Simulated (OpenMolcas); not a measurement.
**How methods differ on B2 (SMILES B#B)**

The species is B2 (2 atoms), meant as a triplet with charge 0. As SMILES, `B#B`. The shape is that of a GFN2-xTB optimisation.

| atom | x (Å) | y (Å) | z (Å) |
| --- | --- | --- | --- |
| B | 0.0000 | 0.0000 | 0.0000 |
| B | 0.0000 | 0.0000 | 1.4051 |

Quantity: the energy change with the B1–B2 bond stretched from 1.405 to 3.513 Å, in eV. The values are calculated.

```csv
level,kind,program,value (eV),less FCI/pcseg-0,CPU time (all runs)
"CASPT2(6,8)/pcseg-0",multireference,OpenMolcas,1.49,-0.03,4.2 s
"CASSCF(6,8)/pcseg-0",multireference,OpenMolcas,1.12,-0.40,3.7 s
"MC-PDFT[tPBE](6,8)/pcseg-0",multireference,OpenMolcas,2.13,+0.61,3.8 s
"SC-NEVPT2(6,8)/pcseg-0",multireference,OpenMolcas,1.51,-0.01,5 s
FCI/3-21G,exact in the basis,OpenMolcas,1.55,+0.03,23 s
FCI/pcseg-0,exact in the basis,OpenMolcas,1.52,0.00,34 s
```

FCI/pcseg-0 is exact within its basis and frozen core, so for wave-function methods in that basis the difference is their error. The first shape isn't each level's own minimum. The values span 1.12 to 2.13 eV. All rows use very small basis sets, so none should be taken for the real molecule's value. Times are those of the runs behind each value, whatever else they computed, on shared processors of several kinds: orders of magnitude only.

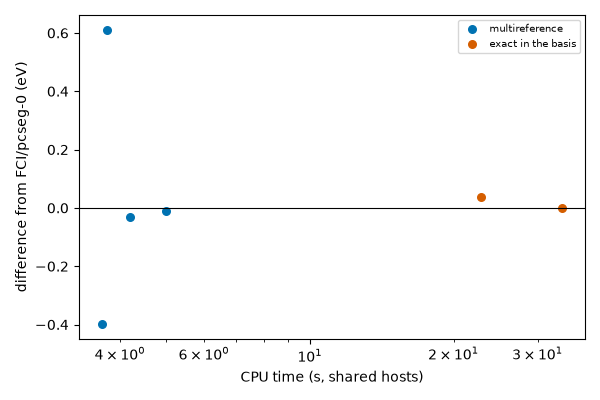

Difference from FCI/pcseg-0 against processor time, one point a level.
